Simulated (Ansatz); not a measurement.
## Na (Im-3m): the Drude term of Re ε in the infrared

Re ε of Na (Im-3m) at low photon energies is read from one computed spectrum; the carriers' damping was typed as γ = 0.03 eV.

Symmetry: Im-3m, No. 229, cubic system. Conventional cell: a = 4.282 Å, b = 4.282 Å, c = 4.282 Å, α = 90.00°, β = 90.00°, γ = 90.00°. Na on site a is surrounded by 8 Na at 3.71 Å.

Method: Ansatz 0.2.0, PBE, independent particles, k-mesh 12×12×12 with interpolation inside its cells, Gaussian parameter 0.15 eV.

Launch of the response step: `ansatz run input.yaml --threads 4 --pin off --max-ram 8192MiB --backend cpu --events-out ev --progress --plain --runs-dir out`. The run took 3 s, on 4 threads of Intel(R) Xeon(R) 6975P-C (Granite Rapids) (shared host).

| photon energy E (eV) | wavelength (µm) | Re ε |
| --- | --- | --- |
| 0.25 | 4.96 | ? |
| 0.30 | 4.13 | -373.1 |
| 0.35 | 3.54 | -274.6 |
| 0.40 | 3.10 | -210.3 |
| 0.50 | 2.48 | -134.5 |
| 0.60 | 2.07 | -93.2 |
| 0.70 | 1.77 | -68.2 |

A Drude term over a constant background gives Re ε = ε_b − ωp²/(E² + γ²), linear in 1/(E² + γ²).

Working, on the rows shown:

| x = 1/(E² + γ²) (eV⁻²) | y = Re ε |
| --- | --- |
| 11.0011 | -373.1 |
| 8.10373 | -274.6 |
| 6.21504 | -210.3 |
| 3.98565 | -134.5 |
| 2.77085 | -93.2 |
| 2.03707 | -68.2 |

Means: x̄ = 5.6856, ȳ = -192.32. Σ(x − x̄)(y − ȳ) = -2009, Σ(x − x̄)² = 59.08. Slope = -2009 / 59.08 = -34.01; intercept = ȳ − slope · x̄ = 1.0671. The line misses the rows shown by at most 0.035.

**Question.** Predict the last column of the withheld row from the fit.

**Answer.** At x = 15.773 the line gives y = -535.42. The run gave -535.5, so the extrapolation is off by 0.084, 0.0 % of the range in the table.

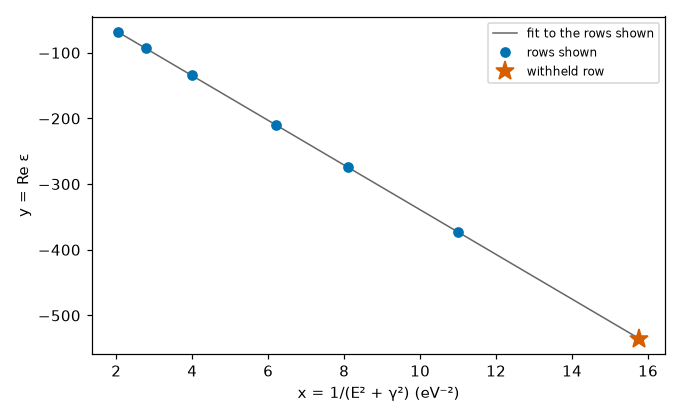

Refitted with all rows, the slope is -34.02 and the intercept 1.0903. These give ωp = √(−slope) = 5.83 eV, against 5.83 eV from the program's Fermi-surface sum, and a background ε_b = 1.1 from interband transitions. The cell comes from an older database entry, whose edges can be off by a per cent or so. The values come from a sum over the points of one k-mesh and carry its error, which is largest for Fermi-surface quantities.
